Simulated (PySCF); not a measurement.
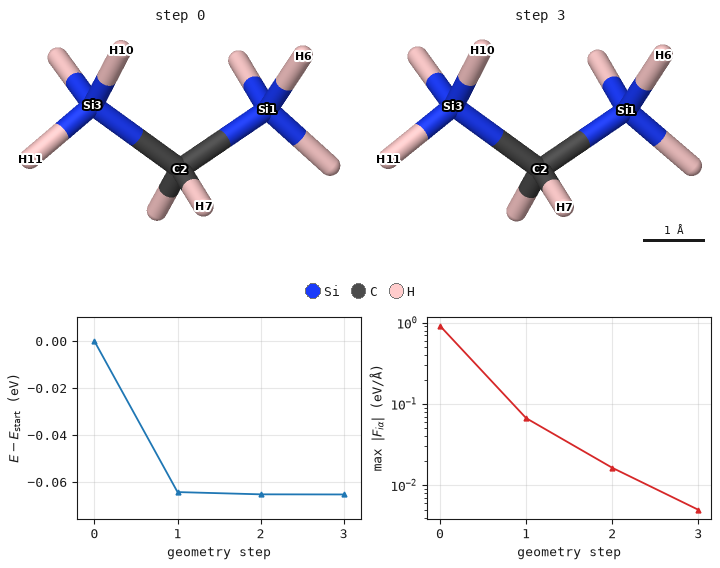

First and last geometry of a relaxation of CH8Si2, with the history of the run. A stick model, seen at a tilt.

The start comes from GFN2-xTB.

Theory: PySCF, PBE0-D3(BJ)/def2-SVP geometry optimisation, gas phase. 

Read the history and describe the run.

It converged. Over 3 geometry steps the energy falls by 0.065 eV. Largest force component: 0.91 eV/Å at the start, 0.005 eV/Å at the end. The largest move after the best rigid fit is that of an H atom, 0.030 Å. Largest moves by element: H 0.030 Å, Si 0.021 Å, C 0.008 Å. Some distances before and after: H–Si 1.464 → 1.496 Å, C–Si 1.899 → 1.882 Å, C–H 1.091 → 1.104 Å. The run took of the order of 12 core-seconds on a shared host.
